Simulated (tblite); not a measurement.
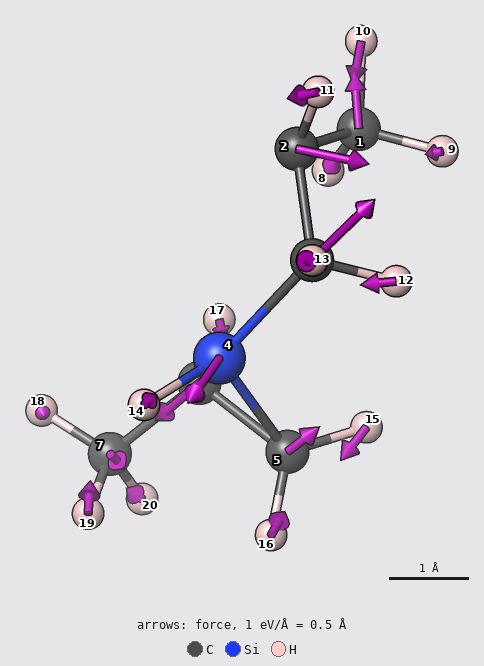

Starting geometry of C$_{6}$H$_{13}$Si (multiplicity 2) with the computed forces as purple arrows. Style: ball-and-stick. Shown from a free direction.

Theory: GFN2-xTB geometry optimisation, gas phase (tblite). 

Is this structure relaxed? If not, where do the atoms go?

It isn't relaxed: the largest force vector, on a C atom, is 2.62 eV/Å. The final displacements have little in common with the starting forces (cosine between the two patterns 0.18). The energy falls by 99.4 kJ/mol in 194 geometry steps. The atom that moves furthest after the best rigid fit is an H atom (1.71 Å). Largest moves by element: H 1.71 Å, C 0.71 Å, Si 0.32 Å. Near-neighbour distances that change, for instance: C–Si 1.833 → 1.921 Å, C–Si 1.822 → 1.889 Å, C–C 1.511 → 1.465 Å, C–H 1.130 → 1.090 Å. Among the angles between lasting bonds that change: C–Si–C 110.8° → 121.6°, C–C–C 111.2° → 122.0°, H–C–H 120.2° → 111.2°. Groups turn about C–Si by about 40°. Cost: 2.1 s on 1 thread of Intel(R) Xeon(R) Processor @ 2.70GHz, with other jobs on the host.
